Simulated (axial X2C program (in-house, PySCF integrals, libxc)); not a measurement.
NiSi⁺: relativistic diatomic calculation

NiSi⁺, single determinant with Ω = 5/2. Computed at this level: PBE0, two-component X2C with atomic mean-field Coulomb and Gaunt terms, Ni dyall-cv3z, Si dyall-v3z (cores contracted) (axial X2C program (in-house, PySCF integrals, libxc)).

Log:
```
two-component X2C + atomic mean field  PBE0
basis functions 151  fitting functions 897  grid points 5081
iter        total energy     max residual
   1      -1809.589356697     3.10e-05
   2      -1809.589356710     1.07e-05
   3      -1809.589356713     2.29e-05
   4      -1809.589356716     1.30e-05
converged
one-electron -2691.25013834  Coulomb 871.63666448  exact exchange -20.60775021  xc functional -63.60179456  nuclear repulsion 94.72030442  atomic mean-field constant -0.48664250
```

The points of the curve:

| R (Å) | E (hartree) | dipole (D; origin at the first atom, positive when the second is positive) | highest filled (eV) | lowest empty (eV) |
| --- | --- | --- | --- | --- |
| 1.905 | −1809.566042 | 3.53 | −12.26 | −9.48 |
| 1.993 | −1809.579643 | 3.84 | −12.23 | −9.24 |
| 2.059 | −1809.585492 | 4.09 | −12.19 | −9.22 |
| 2.124 | −1809.588518 | 4.35 | −12.14 | −9.19 |
| 2.190 | −1809.589357 | 4.61 | −12.08 | −9.18 |
| 2.267 | −1809.588252 | 4.92 | −12.00 | −9.16 |
| 2.343 | −1809.585496 | 5.24 | −11.91 | −9.15 |
| 2.442 | −1809.580303 | 5.63 | −11.79 | −9.14 |
| 2.562 | −1809.572449 | 6.10 | −11.63 | −9.12 |
| 2.737 | −1809.559812 | 6.74 | −11.39 | −9.08 |

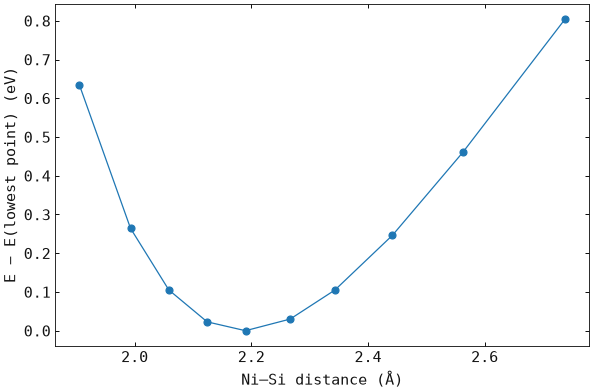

Energy at 10 bond lengths, for one set of occupations held fixed; the line joins the points. A polynomial of degree 6 through 9 points gives rₑ = 2.187 Å, ωₑ = 391.4 cm⁻¹, ωₑxₑ = 1.6 cm⁻¹ and Bₑ = 0.1868 cm⁻¹. The minimum lies 2.87 eV below Ni⁺ + Si, each computed as one determinant at the same level.

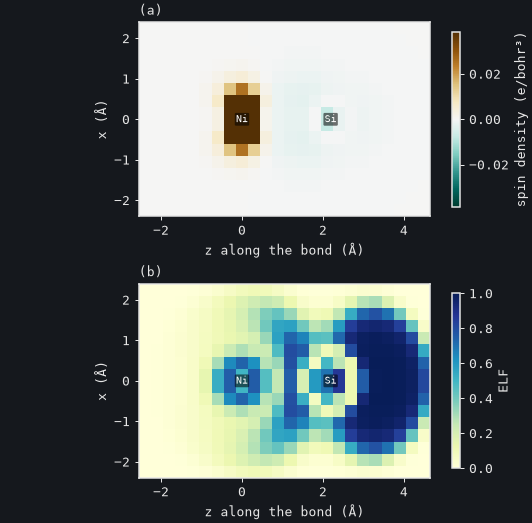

(a) spin density; (b) electron localisation function, in a plane that holds the axis, at 2.19 Å, on points 0.3 Å apart (one half computed, the other mirrored); the structure near the nuclei is finer than these points.

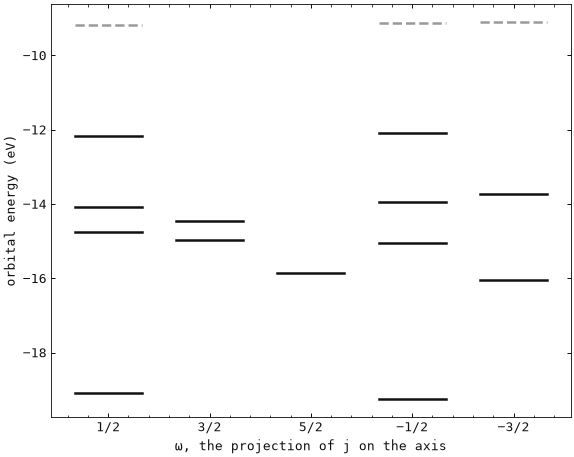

Orbital energies near the frontier at 2.19 Å, filled (solid) and empty (dashed). The highest filled spinor (−1/2; 53 % Si p, 29 % Ni s) lies at −12.08 eV, the lowest empty one (1/2; 78 % Si p, 11 % Ni p) at −9.18 eV.

Input:
```
{"zs": [28, 14], "q": 1, "bas": ["dyall-cv3z", "dyall-v3z"], "levels": ["PBE0", "HF", "B3LYP"], "cc": true, "r0": 2.26, "thr": -2.0, "nmax": 90, "npts": 10, "nst": 2, "ntry": 6}
```

The line is the task of a batch: nuclear charges, charge, bases, the levels to run, a first guess of the distance and further settings. This report covers PBE0 with spin-orbit coupling. The log is that of the reference distance 2.19 Å, started from orbitals converged before.

Launched within a batch (the task file carries these settings):
```bash
python <driver script> task.json out
```

Key numbers:

| quantity | value |
| --- | --- |
| outcome | converged |
| bond length rₑ | 2.187 Å |
| ωₑ | 391.4 cm⁻¹ |
| energy at the minimum | −1809.58936 hartree |
| depth below the fragments | 2.87 eV |
| hardware | 1 thread of Arm Neoverse V1, 24 GiB of memory available, shared host |
| wall time | 6.2 s |
| peak memory | 0.78 GiB |
